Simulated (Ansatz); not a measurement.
**How far to go with the k-point mesh at a smearing width of 0.02 eV: Cu (I4/mmm, 1 atom in the cell)**

```xyz
1
Lattice="-1.4551 1.4551 1.3663 1.4551 -1.4551 1.3663 1.4551 1.4551 -1.3663" Properties=species:S:1:pos:R:3 pbc="T T T"
Cu     0.0000     0.0000     0.0000
```

Computed with LDA (PW92), default PAW files made with PBE (plane waves; Ansatz, a first-principles code).

Base settings: basis.ecutwfc = 420 eV; kpoints.mp_grid.grid = 16 16 16; hamiltonian.xc = lda; hamiltonian.pseudopotentials = {kind: paw} (the program's default PAW files); scf.occupations.method = gaussian; scf.occupations.width = 0.1 eV.

In this ladder: scf.occupations.width = 0.02 eV.

Only quantities that move along the ladder and can be compared are tabulated.

The count of work is k-points × plane waves × bands × iterations; it is no time. 

The starting cell comes from a database of computed structures (which also holds hypothetical and non-ambient phases and stackings), without a prior relaxation at this level. Its lattice was rescaled by up to half a per cent. Spin polarisation is off. In the base run, with a pressure of about -9 GPa the cell is away from its equilibrium volume at this level. Ansatz's pressure includes its estimate of the finite-basis (Pulay) stress.

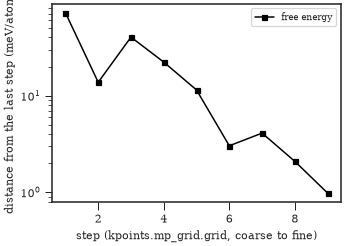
Figure. Distance from the last step along the ladder; very small values are drawn at a floor.

```csv
kpoints.mp_grid.grid,free energy less the last step's (meV/atom),pressure (GPa),count of work / last
6 6 6,72.13,-8.74,0.0071
7 7 7,-13.74,-8.87,0.0095
8 8 8,40.33,-8.86,0.014
10 10 10,22.24,-9.08,0.024
12 12 12,11.43,-9.47,0.039
15 15 15,-3.02,-9.11,0.069
18 18 18,4.09,-9.26,0.11
22 22 22,2.08,-9.22,0.20
32 32 32,0.98,-9.23,0.57
39 39 39,0.00,-9.16,1.0
```

Coarsest kpoints.mp_grid.grid that holds the free energy within 5 meV/atom of the last step, with all finer ones: 15 15 15, at 0.069 of the last step's count of work; the step before is off by 11 meV/atom.

Coarsest kpoints.mp_grid.grid that holds the pressure within 0.2 GPa of the last step, with all finer ones: 15 15 15, at 0.069 of the last step's count of work; the step before is off by 0.31 GPa.

Two neighbours can agree and both be off: 7 7 7 and 8 8 8 differ by 0.01 GPa in the pressure, yet lie about 0.29 GPa from the last step.

Keys are those of Ansatz 0.2.
